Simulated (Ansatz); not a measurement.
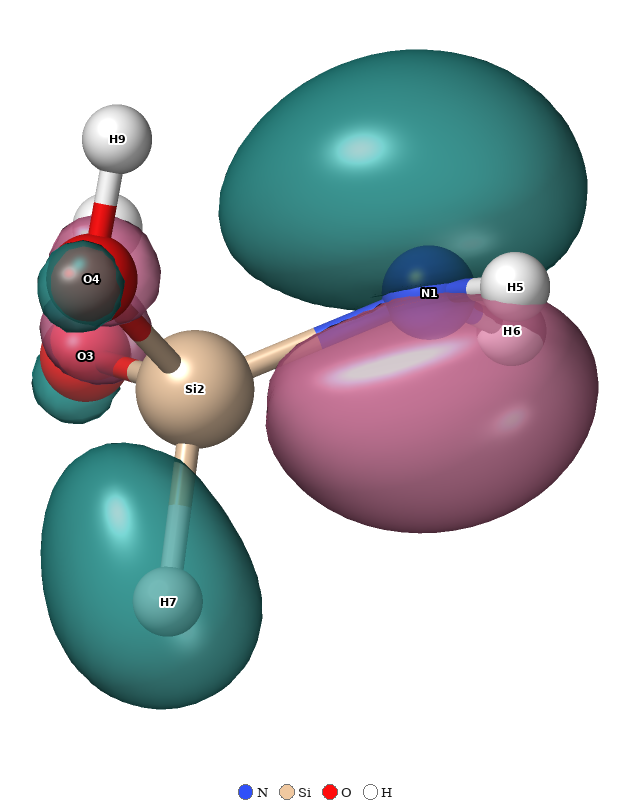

*H5NO2Si (SMILES N[SiH](O)O). The HOMO at ±0.1 Å⁻³ᐟ² (teal and pink are the two phases), seen from one side.*

Level of theory: Ansatz 0.2.0, RKS PBE-D4/def2-SVP.

```xyz
9

N    -1.2322   -0.2800    0.1260
Si    0.4490    0.1590   -0.0035
O     1.1390   -0.9109   -1.0937
O     1.0661    0.1389    1.5548
H    -1.8109    0.2034    0.8185
H    -1.7682   -0.4218   -0.7346
H     0.8346    1.5017   -0.5268
H     0.8666   -1.8368   -0.9644
H     0.7662   -0.6205    2.0856
```

> Describe this orbital and give its energy.

By Hirshfeld shares it lies mainly on N1 (about 70 %); largely a lone pair of N1. Its energy is −6.00 eV.
